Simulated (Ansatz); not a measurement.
SiPH5 (SMILES [SiH3]P): methods side by side

The species is SiPH5 (7 atoms), meant as a singlet with charge 0. As SMILES, `[SiH3]P`. The coordinates come from a GFN2-xTB relaxation.

```xyz
7

Si   -0.6408   -0.3615   -0.3959
P     1.0613   -0.0091    1.0077
H    -1.8255   -0.6029    0.4263
H    -0.2989   -1.5443   -1.1846
H    -0.8905    0.7689   -1.2937
H     0.6647    1.2602    1.3871
H     1.9298    0.4888    0.0531
```

Each level gives the electronic atomisation energy (eV). The values are calculated. Electronic energies at fixed atoms, without zero-point motion or spin-orbit coupling.

```csv
level,kind,program,value (eV),less FCI/STO-3G,CPU time (all runs)
HF/STO-3G,Hartree–Fock,Ansatz,20.59,-2.67,0.38 s
BLYP/STO-3G,GGA,Ansatz,27.14,+3.88,2.5 s
revPBE/STO-3G,GGA,Ansatz,26.66,+3.40,2.5 s
r2SCAN/STO-3G,meta-GGA,Ansatz,26.83,+3.57,6.8 s
RPA@PBE/STO-3G,RPA,Ansatz,23.36,+0.10,3.4 s
BCCD(T)/STO-3G,coupled cluster or CI,Ansatz,23.26,0.00,0.42 s
CCSDTQ/STO-3G,coupled cluster or CI,Ansatz,23.26,0.00,5.8 s
FCI/STO-3G,exact in the basis,Ansatz,23.26,0.00,14 s
```

FCI/STO-3G is exact within its basis and frozen core, so for wave-function methods in that basis the difference is their error; functionals converge differently with the basis, so for them it is only a difference. The values span 20.59 to 27.14 eV. All rows use very small basis sets, so none should be taken for the real molecule's value. In so small a basis fixed costs decide the times, and correlated methods can beat functionals. CPU times are rough (shared hosts, several kinds of processor and program).

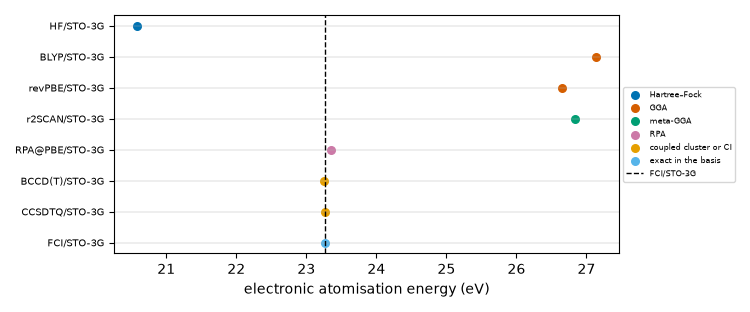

The values of the table, level by level.
